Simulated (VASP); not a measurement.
Band structure of Te2W (relaxed from the anatase structure, space group I4_1/amd). Computed with PBEsol GGA, VASP's PBE PAW potentials (set 64) (plane waves; VASP).

Unless said otherwise, spin-orbit coupling is left out, though it shifts the bands of the heavy elements here.

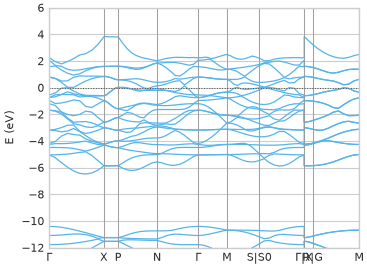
Fig. 1. Bands along high-symmetry lines, zero at the valence-band maximum or, without a gap, the Fermi level

Problem. Read the plot: is there a gap, and where are the band edges?

Solution. It has no gap at this level: it comes out as a metal or semimetal. (Edges off the drawn lines would not show.)

The structure was generated: Te2W was put into the anatase type (I4_1/amd), which need not be its known phase. It was relaxed first, which changed the volume by -23 %.
